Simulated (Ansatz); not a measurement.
# F2H4SSi2: shape, modes and thermochemistry

What shape does F2H4SSi2 take? The plan is to relax it, check the end point by its vibrations and derive ideal-gas thermochemistry, and look at its orbitals and charge.

Method: RKS PBE0-D4/def2-TZVP; program: Ansatz 0.2.0, Gaussian basis.

Levels to be run: relaxation at PBE-D4/def2-SVP; relaxation at PBE0-D4/def2-TZVP; harmonic vibrations at the same level; a single point in def2-TZVPP for the fields.

## 1. The system as given

SMILES `F[SiH2][SiH](F)S`, 9 atoms, charge 0, spin multiplicity 1.

Atoms are counted from 1 here; the program's logs count them from 0.

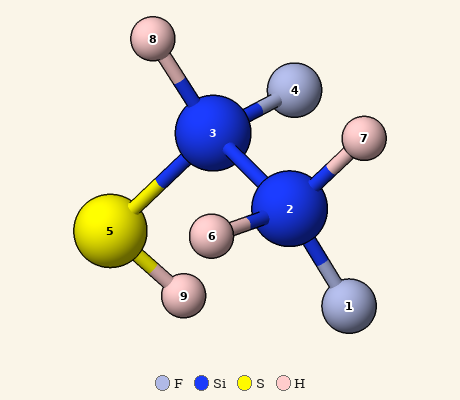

The starting geometry (fluorine light blue, silicon blue, sulfur yellow, hydrogen pink); atoms are numbered from 1 in the order of the file.

Geometry (Å):

```xyz
9

F    -1.2926    0.1863    1.8454
Si    0.1729    0.3908    1.3312
Si    0.4111   -0.4374   -0.8286
F     0.2441   -2.0099   -0.8664
S    -0.9079    0.4794   -2.2243
H     0.5227    1.8576    1.3791
H     1.0930   -0.3085    2.3013
H     1.8683   -0.1757   -1.3049
H    -2.0232   -0.0288   -1.6499
```

The start is a force-field geometry with small random shifts, so a cheaper pass at PBE-D4/def2-SVP comes first.

## 2. Optimising with PBE-D4/def2-SVP (cheap first pass)

Contents of in.yaml:

```yaml
crystal:
  periodic: [false, false, false]
  atoms:
    - {symbol: F, position_ang: [-1.292600, 0.186300, 1.845400]}
    - {symbol: Si, position_ang: [0.172900, 0.390800, 1.331200]}
    - {symbol: Si, position_ang: [0.411100, -0.437400, -0.828600]}
    - {symbol: F, position_ang: [0.244100, -2.009900, -0.866400]}
    - {symbol: S, position_ang: [-0.907900, 0.479400, -2.224300]}
    - {symbol: H, position_ang: [0.522700, 1.857600, 1.379100]}
    - {symbol: H, position_ang: [1.093000, -0.308500, 2.301300]}
    - {symbol: H, position_ang: [1.868300, -0.175700, -1.304900]}
    - {symbol: H, position_ang: [-2.023200, -0.028800, -1.649900]}
basis:
  gaussian: {orbitals: def2-SVP}
hamiltonian: {xc: pbe, dispersion: d4}
relax: {f_tol: 0.03, max_steps: 200}
```

Command:

```sh
$ ansatz run in.yaml --threads 4 --pin off --events-out ev --progress --plain --max-ram 10444MiB
```

The log of the run, shortened:

```text
Functional definition: PBE
  name "PBE"
  cite "Perdew, Burke & Ernzerhof, Phys. Rev. Lett. 77, 3865 (1996) doi:10.1103/PhysRevLett.77.3865"
  parent pbe
[...]
1125 factors; their error is unknown
[...]
mean field -32062.00689214 eV, -1178.2570208774 hartree, gradient 5.8e-5 eV, S^2 0.000000; 0 other end points of the search recorded, 0 dependent functions left out
[...]
reference -32062.00692714 eV, -1178.2570221636 hartree; 33, 33 occupied and 69, 69 virtual orbitals, 1125 factors
relax step   1: F+E_penalty+E_count = -32062.23712279 eV  Δ(F+E_penalty+E_count) = +0.000e0 eV  max|allowed force component| = 2.908e0 eV/Å  Δτ_max = 0.0000 Å  (26 SCF iters, accepted)
[...]
relax step   4: F+E_penalty+E_count = -32062.51249331 eV  Δ(F+E_penalty+E_count) = -2.222e-2 eV  max|allowed force component| = 3.813e-1 eV/Å  Δτ_max = 0.0878 Å  (28 SCF iters, accepted)
[...]
relax step   7: F+E_penalty+E_count = -32062.53758660 eV  Δ(F+E_penalty+E_count) = +6.821e-4 eV  max|allowed force component| = 1.355e-1 eV/Å  Δτ_max = 0.0536 Å  (29 SCF iters, rejected (line search))
[...]
relax step  10: F+E_penalty+E_count = -32062.55017028 eV  Δ(F+E_penalty+E_count) = -1.626e-3 eV  max|allowed force component| = 1.843e-1 eV/Å  Δτ_max = 0.1463 Å  (27 SCF iters, accepted)
[...]
relax step  12: F+E_penalty+E_count = -32062.55273634 eV  Δ(F+E_penalty+E_count) = -4.591e-4 eV  max|allowed force component| = 6.414e-2 eV/Å  Δτ_max = 0.0422 Å  (28 SCF iters, accepted)
[...]
relax step  13: F+E_penalty+E_count = -32062.55349025 eV  Δ(F+E_penalty+E_count) = -7.539e-4 eV  max|allowed force component| = 1.204e-2 eV/Å  Δτ_max = 0.0216 Å  (28 SCF iters, accepted)
1125 factors; their error is unknown
mean field -32062.31632170 eV, -1178.2683922038 hartree, gradient 1.3e-5 eV, S^2 0.000000; 1 other end points of the search recorded, 0 dependent functions left out
[...]
reference -32062.31635517 eV, -1178.2683934340 hartree; 33, 33 occupied and 69, 69 virtual orbitals, 1125 factors
Total energy: -32062.55352373 eV, -1178.2771092177 hartree
Atom 0 at    -1.477823     0.404632     1.363966 Å, force    -0.008894     0.002251     0.002853 eV/Å
Atom 1 at     0.173200     0.384616     1.254617 Å, force     0.012037    -0.000226    -0.008069 eV/Å
Atom 2 at     0.569189    -0.477992    -0.899062 Å, force     0.004078    -0.011717    -0.002403 eV/Å
Atom 3 at     0.610669    -2.121736    -0.819981 Å, force    -0.000376     0.001835     0.001001 eV/Å
Atom 4 at    -1.065204     0.261912    -2.072461 Å, force     0.000067     0.000402     0.003111 eV/Å
Atom 5 at     0.674468     1.797099     1.373953 Å, force    -0.001412     0.003352     0.002542 eV/Å
Atom 6 at     0.707734    -0.447766     2.385283 Å, force    -0.004758    -0.001280    -0.003245 eV/Å
Atom 7 at     1.828308    -0.035526    -1.583798 Å, force     0.000193     0.004705     0.001392 eV/Å
Atom 8 at    -1.932142     0.188562    -1.019617 Å, force    -0.000937     0.000678     0.002818 eV/Å
Dipole moment:     0.215391     0.200121     0.176918 e Å
```

Run time: 15 s. Hardware: 4 threads of Arm Neoverse V1, shared host.

The steps of the relaxation:

```
step  energy from step 1 (eV)  largest force component (eV/Å)
   1                   0.0000                          2.9083
   2                  -0.1913                          1.6487
   3                  -0.2531                          0.6725
   4                  -0.2754                          0.3813
   5                  -0.2888                          0.1466
   6                  -0.3011                          0.0391
   7                  -0.3005                          0.1355
   8                  -0.3039                          0.0354
   9                  -0.3114                          0.0536
  10                  -0.3130                          0.1843
  11                  -0.3152                          0.1148
  12                  -0.3156                          0.0641
  13                  -0.3164                          0.0120
```

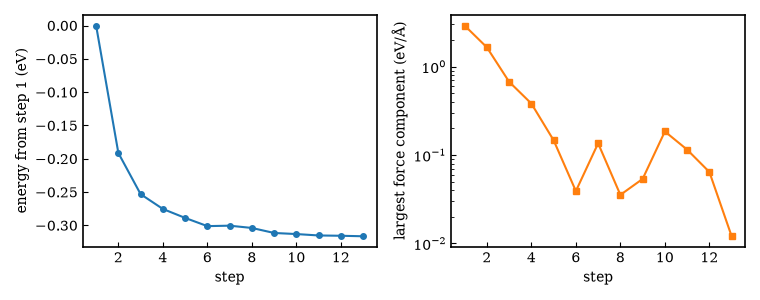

Energy and force, step by step.

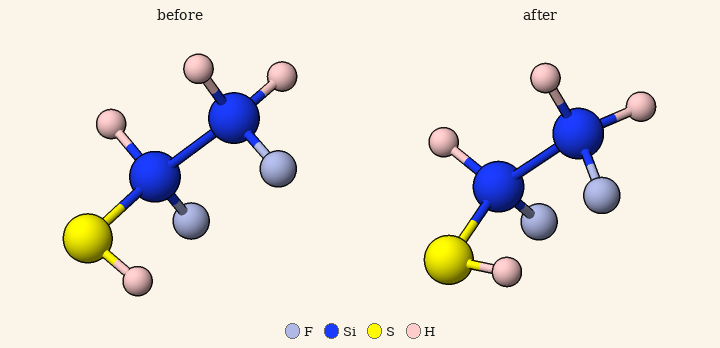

The geometry before (left) and after (right).

Close pairs (by a distance rule), those that changed most:

```
   bond  before (Å)  after (Å)  change (Å)
 F1–Si2       1.566      1.655      +0.088
 Si3–F4       1.582      1.646      +0.064
 Si3–H8       1.555      1.500      -0.055
Si2–Si3       2.325      2.354      +0.028
 Si3–S5       2.128      2.144      +0.016
  S5–H9       1.354      1.366      +0.012
 Si2–H7       1.509      1.502      -0.007
 Si2–H6       1.509      1.504      -0.005
```

## 3. Geometry optimisation, PBE0-D4/def2-TZVP

Contents of in.yaml:

```yaml
crystal:
  periodic: [false, false, false]
  atoms:
    - {symbol: F, position_ang: [-1.477823, 0.404632, 1.363966]}
    - {symbol: Si, position_ang: [0.173200, 0.384616, 1.254617]}
    - {symbol: Si, position_ang: [0.569189, -0.477992, -0.899062]}
    - {symbol: F, position_ang: [0.610669, -2.121736, -0.819981]}
    - {symbol: S, position_ang: [-1.065204, 0.261912, -2.072461]}
    - {symbol: H, position_ang: [0.674468, 1.797099, 1.373953]}
    - {symbol: H, position_ang: [0.707734, -0.447766, 2.385283]}
    - {symbol: H, position_ang: [1.828308, -0.035526, -1.583798]}
    - {symbol: H, position_ang: [-1.932142, 0.188562, -1.019617]}
basis:
  gaussian: {orbitals: def2-TZVP}
hamiltonian: {xc: pbe0, dispersion: d4}
relax: {f_tol: 0.005, max_steps: 150}
```

Same command.

The log of the run, shortened:

```text
Functional definition: PBE0
  name "PBE0"
  cite "Adamo & Barone, J. Chem. Phys. 110, 6158 (1999) doi:10.1063/1.478522"
  cite "Perdew, Burke & Ernzerhof, Phys. Rev. Lett. 77, 3865 (1996) doi:10.1103/PhysRevLett.77.3865"
  parent pbe
[...]
1295 factors; their error is unknown
[...]
mean field -32081.27471812 eV, -1178.9651004219 hartree, gradient 5.0e-5 eV, S^2 0.000000; 0 other end points of the search recorded, 0 dependent functions left out
[...]
reference -32081.27475036 eV, -1178.9651016065 hartree; 33, 33 occupied and 164, 164 virtual orbitals, 1295 factors
relax step   1: F+E_penalty+E_count = -32081.47768240 eV  Δ(F+E_penalty+E_count) = +0.000e0 eV  max|allowed force component| = 1.274e0 eV/Å  Δτ_max = 0.0000 Å  (27 SCF iters, accepted)
[...]
Total energy: -32081.56558339 eV, -1178.9757895233 hartree
Atom 0 at    -1.421022     0.404669     1.506687 Å, force     0.001252     0.000722     0.000498 eV/Å
Atom 1 at     0.171287     0.384940     1.277748 Å, force     0.000055    -0.000952    -0.001209 eV/Å
Atom 2 at     0.529310    -0.472780    -0.878085 Å, force     0.001222     0.000168     0.001904 eV/Å
Atom 3 at     0.557342    -2.074492    -0.816828 Å, force     0.000574     0.001427     0.000063 eV/Å
Atom 4 at    -1.017551     0.259917    -2.128623 Å, force    -0.001537     0.000783    -0.000903 eV/Å
Atom 5 at     0.667707     1.781744     1.366708 Å, force    -0.001120    -0.001666    -0.000489 eV/Å
Atom 6 at     0.776884    -0.437450     2.355029 Å, force    -0.000400     0.000503     0.000669 eV/Å
Atom 7 at     1.796702    -0.036710    -1.511668 Å, force    -0.000813    -0.000913    -0.000203 eV/Å
Atom 8 at    -1.972261     0.143963    -1.188068 Å, force     0.000767    -0.000072    -0.000332 eV/Å
Dipole moment:     0.186210     0.191299     0.132033 e Å
```

Run time: 38 s. Hardware: 4 threads of Arm Neoverse V1, shared host; peak memory 0.56 GiB.

Relaxation path:

```csv
step,energy from step 1 (eV),largest force component (eV/Å)
1,0.0000,1.2739
2,-0.0572,0.8576
3,-0.0781,0.4920
4,-0.0860,0.1887
5,-0.0872,0.0350
6,-0.0875,0.0234
7,-0.0877,0.0296
8,-0.0878,0.0116
9,-0.0879,0.0025
10,-0.0879,0.0019
```

The force was under the threshold of 0.005 eV/Å already at step 9, but the program went on to step 10.

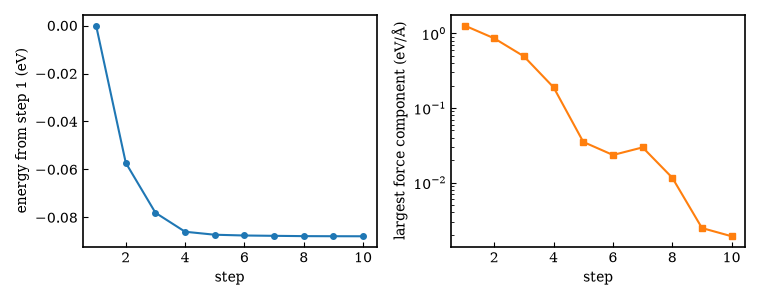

Energy and force, step by step.

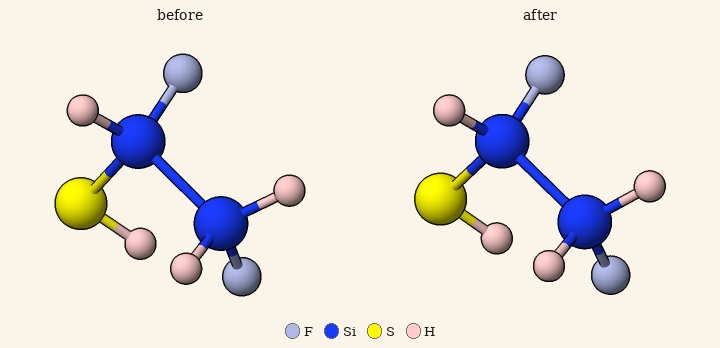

The geometry before (left) and after (right).

Close pairs (by a distance rule), those that changed most:

```csv
bond,before (Å),after (Å),change (Å)
F1–Si2,1.655,1.609,-0.046
Si3–F4,1.646,1.603,-0.043
Si3–S5,2.144,2.120,-0.024
S5–H9,1.366,1.345,-0.021
Si2–H6,1.504,1.485,-0.018
Si2–H7,1.502,1.484,-0.018
Si3–H8,1.500,1.483,-0.017
Si2–Si3,2.354,2.348,-0.006
```

Mulliken charges of the relaxed molecule (report file):

```csv
atom,value (e)
F1,-0.32
Si2,0.35
Si3,0.44
F4,-0.30
S5,-0.30
H6,-0.02
H7,-0.02
H8,-0.02
H9,0.19
```

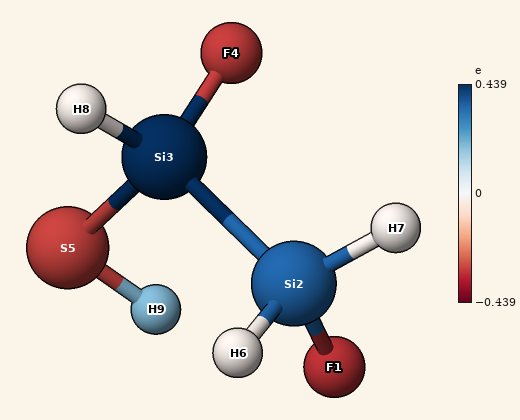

Mulliken charges of the relaxed molecule (report file), as colours on the atoms.

## 4. Harmonic vibrations

Contents of in.yaml:

```yaml
crystal:
  periodic: [false, false, false]
  atoms:
    - {symbol: F, position_ang: [-1.421022, 0.404669, 1.506687]}
    - {symbol: Si, position_ang: [0.171287, 0.384940, 1.277748]}
    - {symbol: Si, position_ang: [0.529310, -0.472780, -0.878085]}
    - {symbol: F, position_ang: [0.557342, -2.074492, -0.816828]}
    - {symbol: S, position_ang: [-1.017551, 0.259917, -2.128623]}
    - {symbol: H, position_ang: [0.667707, 1.781744, 1.366708]}
    - {symbol: H, position_ang: [0.776884, -0.437450, 2.355029]}
    - {symbol: H, position_ang: [1.796702, -0.036710, -1.511668]}
    - {symbol: H, position_ang: [-1.972261, 0.143963, -1.188068]}
basis:
  gaussian: {orbitals: def2-TZVP}
hamiltonian: {xc: pbe0, dispersion: d4}
phonons: {temperatures: {t_min: 298.15, t_max: 900, t_step: 200}}
```

Launched as before.

The log of the run, shortened:

```text
Functional definition: PBE0
  name "PBE0"
  cite "Adamo & Barone, J. Chem. Phys. 110, 6158 (1999) doi:10.1063/1.478522"
  cite "Perdew, Burke & Ernzerhof, Phys. Rev. Lett. 77, 3865 (1996) doi:10.1103/PhysRevLett.77.3865"
  parent pbe
[...]
1295 factors; their error is unknown
[...]
mean field -32081.36423575 eV, -1178.9683901341 hartree, gradient 5.2e-5 eV, S^2 0.000000; 0 other end points of the search recorded, 0 dependent functions left out
[...]
reference -32081.36426775 eV, -1178.9683913102 hartree; 33, 33 occupied and 164, 164 virtual orbitals, 1295 factors
[...]
1295 factors; their error is unknown
mean field -32081.36412615 eV, -1178.9683861062 hartree, gradient 2.0e-6 eV, S^2 0.000000; 0 other end points of the search recorded, 0 dependent functions left out
[...]
reference -32081.36415815 eV, -1178.9683872822 hartree; 33, 33 occupied and 164, 164 virtual orbitals, 1295 factors
[...]
Atom 1 at     0.171287     0.384940     1.277748 Å, force     0.000087    -0.000951    -0.001172 eV/Å
Atom 2 at     0.529310    -0.472780    -0.878085 Å, force     0.001176     0.000160     0.001824 eV/Å
Atom 3 at     0.557342    -2.074492    -0.816828 Å, force     0.000582     0.001419     0.000084 eV/Å
Atom 4 at    -1.017551     0.259917    -2.128623 Å, force    -0.001497     0.000799    -0.000849 eV/Å
Atom 5 at     0.667707     1.781744     1.366708 Å, force    -0.001129    -0.001662    -0.000503 eV/Å
Atom 6 at     0.776884    -0.437450     2.355029 Å, force    -0.000403     0.000505     0.000670 eV/Å
Atom 7 at     1.796702    -0.036710    -1.511668 Å, force    -0.000812    -0.000910    -0.000200 eV/Å
Atom 8 at    -1.972261     0.143963    -1.188068 Å, force     0.000760    -0.000081    -0.000352 eV/Å
Dipole moment:     0.186211     0.191299     0.132033 e Å
Vibrations: 46.50 89.40 139.34 221.20 264.82 288.22 405.50 498.12 540.78 663.38 725.08 810.26 842.36 849.22 877.80 896.46 943.08 2227.78 2240.40 2244.73 2699.30 cm⁻¹, zero-point energy 1.147704 eV
```

Wall time 2.1 min (4 threads of Arm Neoverse V1, shared host); peak memory 0.56 GiB.

Motions are named by where the mode's potential energy lies. Wavenumbers, unscaled:

| mode | cm⁻¹ | motion |
| --- | --- | --- |
| 1 | 46 | torsion |
| 2 | 89 | bend |
| 3 | 139 | bend with torsion |
| 4 | 221 | bend with torsion |
| 5 | 265 | torsion |
| 6 | 288 | bend with torsion |
| 7 | 405 | Si–Si stretch |
| 8 | 498 | bend with torsion |
| 9 | 541 | Si–S stretch |
| 10 | 663 | bend |
| 11 | 725 | bend with torsion |
| 12 | 810 | bend with torsion |
| 13 | 842 | bend with Si–F stretch |
| 14 | 849 | Si–F stretch with bend |
| 15 | 878 | Si–F stretch with bend |
| 16 | 896 | Si–F stretch with bend |
| 17 | 943 | bend with torsion |
| 18 | 2228 | Si–H stretch |
| 19 | 2240 | Si–H stretch |
| 20 | 2245 | Si–H stretch |
| 21 | 2699 | S–H stretch |

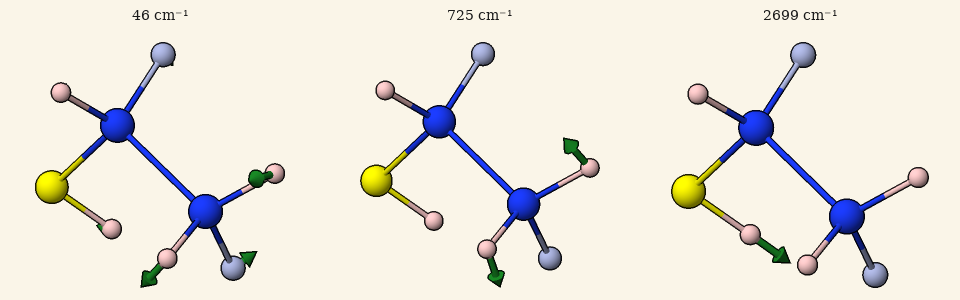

Displacements of 3 modes, as arrows.

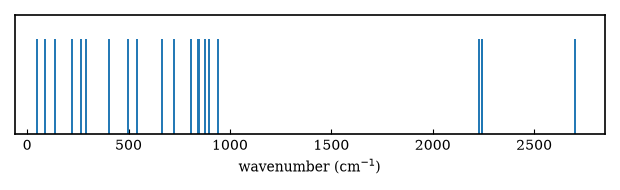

The harmonic wavenumbers as sticks (no intensities were computed).

From these modes and the moments of inertia (298.15 K, 1 bar, symmetry number 1):

| term | value |
| --- | --- |
| zero-point energy | 110.7 kJ/mol |
| H(298) − E | 133.8 kJ/mol |
| entropy, translation | 169.6 J/(mol K) |
| entropy, rotation | 118.9 J/(mol K) |
| entropy, vibration | 84.8 J/(mol K) |
| entropy, total | 373.3 J/(mol K) |

## 5. Fields at the relaxed geometry

in.yaml, as its differences from that of step 4:

```diff
@@ -13,4 +13,4 @@
 basis:
-  gaussian: {orbitals: def2-TZVP}
+  gaussian: {orbitals: def2-TZVPP}
 hamiltonian: {xc: pbe0, dispersion: d4}
-phonons: {temperatures: {t_min: 298.15, t_max: 900, t_step: 200}}
+output: {orbitals: {seedname: orbitals}}
```

The command is unchanged.

The log of the run:

```text
Functional definition: PBE0
  name "PBE0"
  cite "Adamo & Barone, J. Chem. Phys. 110, 6158 (1999) doi:10.1063/1.478522"
  cite "Perdew, Burke & Ernzerhof, Phys. Rev. Lett. 77, 3865 (1996) doi:10.1103/PhysRevLett.77.3865"
  parent pbe
  parameter a = 0.25
  parameter kappa = 0.804
  parameter beta = 0.06672455060314922
  exchange = (1 - a)*pbe_x(kappa = kappa, mu = beta*pi^2/3) + a*exact_x
  correlation = pbe_c(beta = beta)
1445 factors; their error is unknown
mean field evaluation 1: about -32078.6771 eV, gradient 4.3e1 eV
mean field evaluation 2: about -32075.0348 eV, gradient 6.8e1 eV
mean field evaluation 4: about -32081.3310 eV, gradient 1.4e0 eV
mean field evaluation 8: about -32081.3377 eV, gradient 4.0e-2 eV
mean field evaluation 16: about -32081.3993 eV, gradient 3.6e-5 eV
mean field -32081.39934255 eV, -1178.9696802854 hartree, gradient 3.6e-5 eV, S^2 0.000000; 0 other end points of the search recorded, 0 dependent functions left out
reference -32081.39937425 eV, -1178.9696814503 hartree; 33, 33 occupied and 211, 211 virtual orbitals, 1445 factors
Total energy: -32081.60068892 eV, -1178.9770796277 hartree
```

It took 3.4 s on 4 threads of Arm Neoverse V1, shared host; peak memory 0.68 GiB.

Orbitals, density, ELF and potential are computed afterwards from the orbital file.

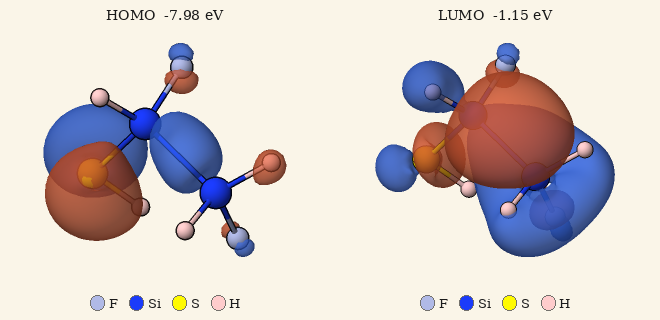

PBE0-D4/def2-TZVPP orbitals near the gap, drawn at the value that encloses 70 % of each; the two colours are the two signs.

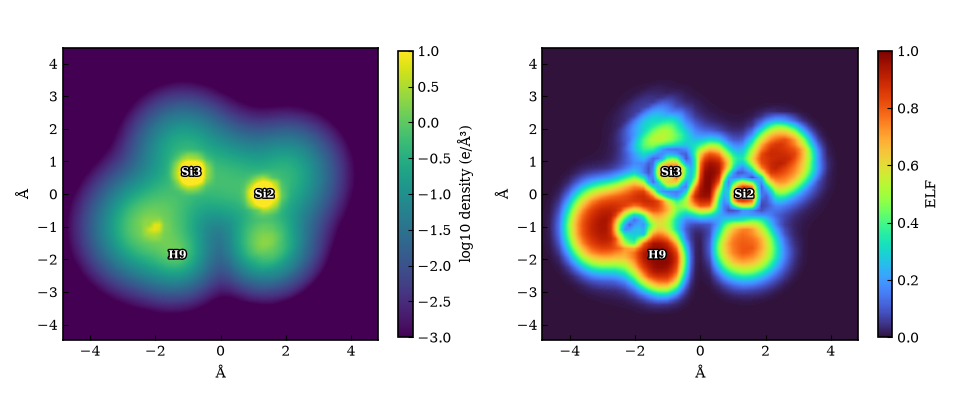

Density (left) and ELF (right) in a plane through or near 3 of the atoms.

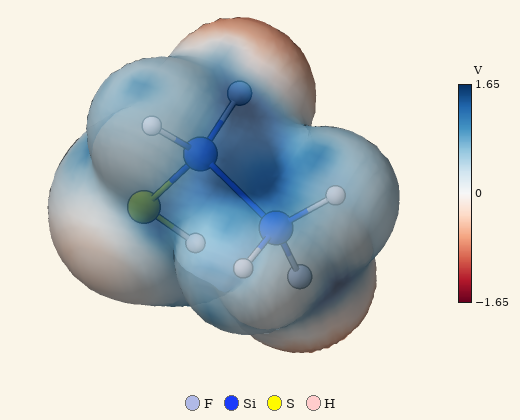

The potential that a unit positive charge feels on the 0.002 e/bohr³ surface, from the 1st to the 99th percentile, from -0.78 V near F4 to 1.65 V near H6.

## 6. Summary of results

| quantity | value |
| --- | --- |
| point group | C1 |
| steps | 13 + 10 |
| shift from the start (rms) | 0.304 Å |
| total energy | -32081.5656 eV |
| dispersion term | -201 meV |
| dipole moment | 1.43 D |
| lowest, highest wavenumber | 46, 2699 cm⁻¹ |
| zero-point energy | 110.7 kJ/mol |
| entropy at 298.15 K | 373.3 J/(mol K) |
| HOMO, LUMO | -7.98, -1.15 eV |

What this shows: The atoms moved 0.30 Å (rms) from the start; the bond that changed most is Si3–H8, from 1.555 to 1.483 Å. All wavenumbers are real, so the end point is a minimum. The stiffest mode, 2699 cm⁻¹, is an S–H stretch, and 3 modes under 200 cm⁻¹ make the vibrational entropy uncertain. Harmonic hybrid wavenumbers usually lie a few per cent above measured fundamentals. The largest Mulliken charge, +0.44 e, sits on Si3. The HOMO lies mostly on S5 65 %; Si3 9 % and the LUMO on Si2 23 %; Si3 15 %.
